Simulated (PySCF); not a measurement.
**ClF$_{3}$Ti, SMILES `F[Ti](F)(F)Cl`: what the electrons do**

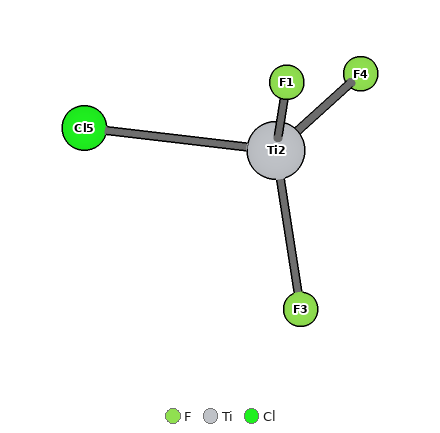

The molecule, with its atoms numbered as below. No frequency check shows the geometry to be a minimum.

Cartesian coordinates (Å):

```
F1       0.8042    1.2505    1.0518
Ti2      0.3624   -0.0001    0.0002
F3       0.8035   -1.5366    0.5567
F4       0.8039    0.2859   -1.6089
Cl5     -1.7457    0.0002   -0.0000
```

Part 1: Bonding charge

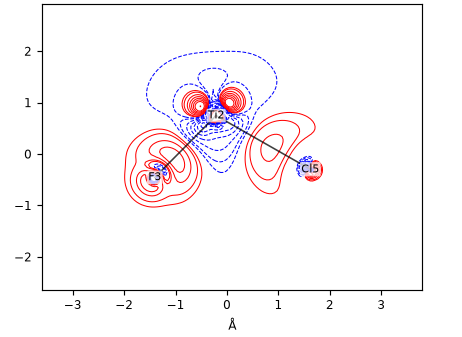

Deformation density (molecule less spherical, spin-averaged free atoms) in the plane of Ti2, F3 and Cl5; contours at ±0.05 to ±0.8 e/Å³; solid red lines: gain, dashed blue lines: loss.

PySCF calculation, ωB97X/def2-TZVP, gas phase; geometry: GFN2-xTB. This is a single-reference result, which may miss multireference character in this system.

Question: How much density has each bond in this plane gained at its critical point, relative to the free atoms?

Answer: Ti2–Cl5: +0.17 e/Å³ at the bond critical point (bond length 2.11 Å, Mayer order 1.1). Ti2–F3: +0.14 e/Å³ at the bond critical point (bond length 1.69 Å, Mayer order 1.0). In all, 1.3 electrons gather in the regions of gain relative to the promolecule. A small or negative value marks a very polar bond, one between electron-rich atoms, whose free-atom densities already overlap strongly, a long bond to a heavier atom, or a closed-shell contact such as a hydrogen bond.

Part 2: Bond critical points

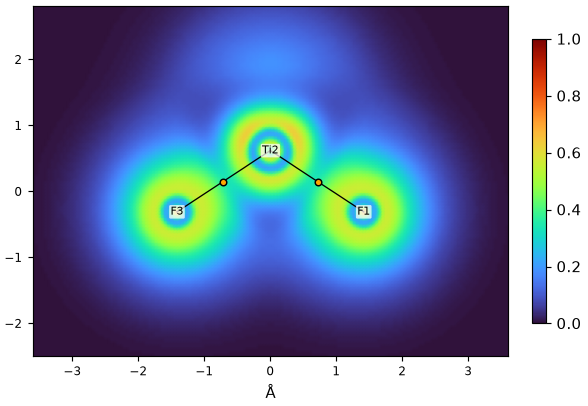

Localised orbital locator (LOL) in the plane of F1, Ti2 and F3, with bond paths and bond critical points (dots).

Question: What values does LOL take at the bond critical points in this plane?

Answer: Ti2–F3 and F1–Ti2: about 0.36. Values above 0.5 mark slow, localised electrons, as in shared pairs; low values at a critical point mark a polar or closed-shell contact whose critical point lies between the shells.

Part 3: Local ionisation energy

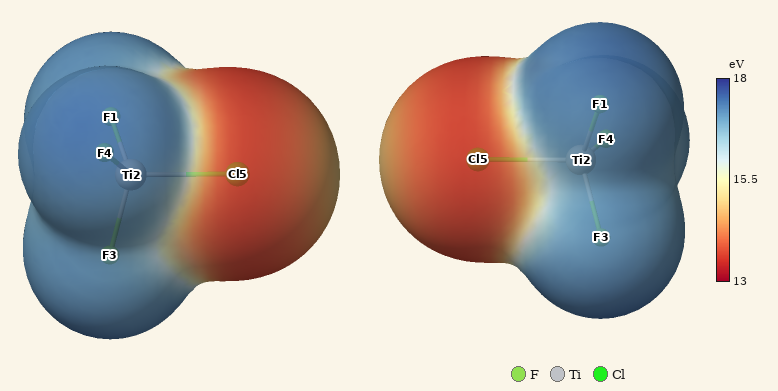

Average local ionisation energy on the surface of electron density 0.001 a.u. (back view left, front view right).

Question: Locate the minima of the map.

Answer: The lowest value is 13.6 eV, 2.1 Å from Cl5, and at like points elsewhere. Further minima include 16.7 eV, near F1 (2.02 Å), F4 (2.03 Å) and Ti2 (2.10 Å). For comparison, the highest occupied orbital lies at −12.6 eV.

Question: What volume does the surface enclose, and what is the dipole moment?

Answer: About 99 Å³; the dipole moment is 0.6 D.

Part 4: In an electric field

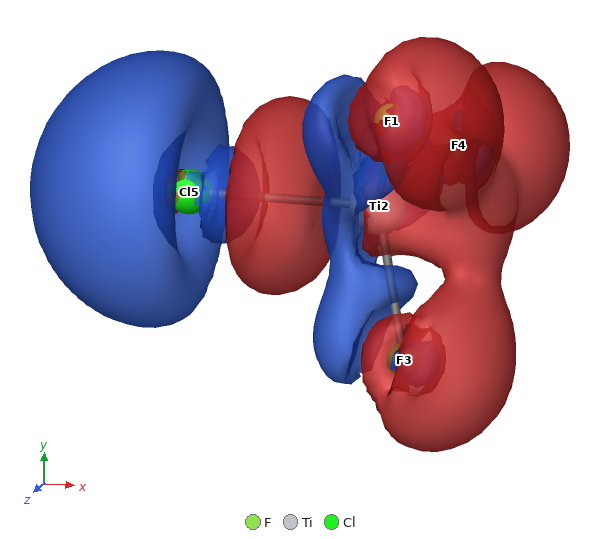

Change of the electron density in a uniform field of 0.21 V/Å, surfaces at ±0.001 e/Å³ (red: gain, blue: loss).

Method: ωB97X/def2-TZVP; geometry: GFN2-xTB; program: PySCF. This is a single-reference result, which may miss multireference character in this system. A basis without diffuse functions makes polarisabilities too small.

The field was applied in both directions; the picture shows the one opposite to the script's first.

Question: Along which Cartesian direction does the field point?

Answer: Along −x: electrons gather on the +x side, against the field.

Question: What dipole is induced, and what polarisability does it imply?

Answer: The induced dipole is 0.51 D (along the field); α along this axis, from the fields in both directions, is 50 bohr³ (7.4 Å³).

The PySCF runs shown took 24 s and 53 s on 1 thread of Arm Neoverse V2 (shared host).
